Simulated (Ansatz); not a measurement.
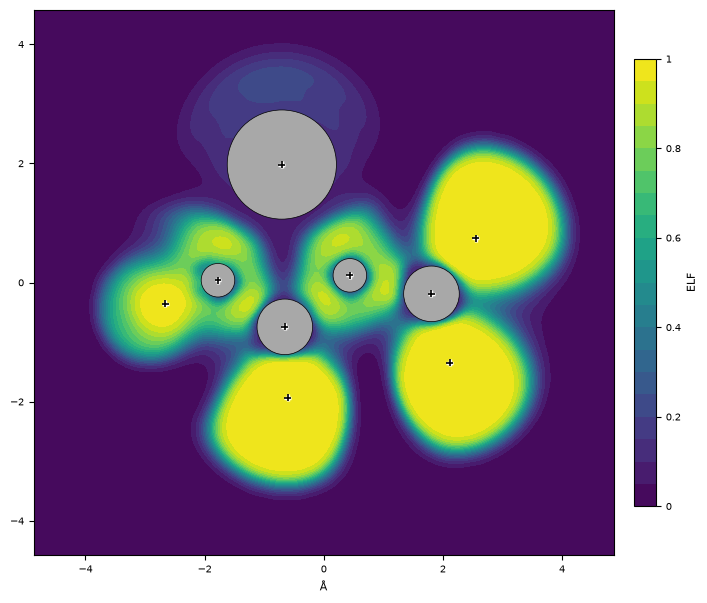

The electron localisation function on a plane through atoms (crosses mark nuclei in the plane; grey discs cover the cores).

The calculation used Ansatz, isolated molecule in a Gaussian basis; Kohn-Sham density functional theory, functional PBE0.

Candidates:
A. B₂GaH₆O₂ (SMILES B[O+]1B[OH+][GaH2-]1) (charge +1)
B. CHFSiZn (SMILES F/[Si-]=[CH]\[Zn]) (charge −1, doublet)
C. Al₂H₇NSi (SMILES [AlH2][N]([AlH2])[SiH3])

**Which candidate gave the map?**

Candidate A: B₂GaH₆O₂ on the plane of atoms O4, B1 and H6, which holds B, Ga, O and H. B–O (1.37 Å): the ELF peaks at about 0.90 between the atoms (a short, strongly polar bond). Ga–O (2.18 Å): the ELF peaks at about 0.90 in the valence shell of O, 0.6 Å from its nucleus, and is about 0.20 at the midpoint.
